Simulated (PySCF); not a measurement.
# C5H8O4: the cost of one run

Programs: PySCF 2.14.0, with routines of our own; each step states its level. All values are computed. Atoms count from 0.

### Step 1. The starting structure

17 atoms, charge 0, multiplicity 1; geometry from: GFN2-xTB.

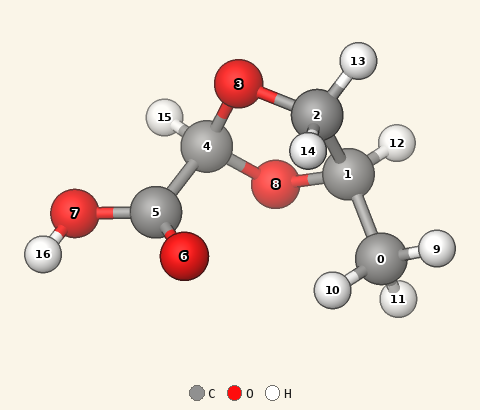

The starting geometry (carbon grey, oxygen red, hydrogen white).

### Step 2. Magnetic properties: GIAO CAM-B3LYP/pcSseg-1

What the job is given:

```
{"job": {"kind": "mag", "xc": "CAM-B3LYP", "basis": "pcSseg-1", "isotopologues": 0}, "charge": 0, "multiplicity": 1}
C     -1.738919    -0.431348    -1.000770
C     -1.182151    -0.415377     0.415539
C     -0.733669     0.987901     0.876453
O      0.531971     0.773187     1.474176
C      1.066614    -0.346887     0.833781
C      1.817396     0.081672    -0.446684
O      1.318064     0.627927    -1.391967
O      3.111199    -0.213882    -0.370017
O      0.004994    -1.202285     0.529647
H     -2.643819     0.168831    -1.043732
H     -1.003554    -0.028645    -1.692215
H     -1.972959    -1.452025    -1.290029
H     -1.909855    -0.849234     1.113053
H     -1.383856     1.428571     1.631860
H     -0.642505     1.663218     0.017828
H      1.771975    -0.850527     1.505412
H      3.582075     0.070932    -1.172245
```

Level: GIAO CAM-B3LYP/pcSseg-1 magnetisability, rotational g tensor and spin-rotation constants, non-relativistic, gas phase.

The run is started by

```console
$ OMP_NUM_THREADS=1 python excited_run.py task.json out
```

One launch serves the whole session: the jobs run in the order shown.

Q: Estimate the wall time and peak memory of this first job on 1 thread of AMD EPYC 9R45, shared host.

About 31 s, with a peak of 1 GiB.
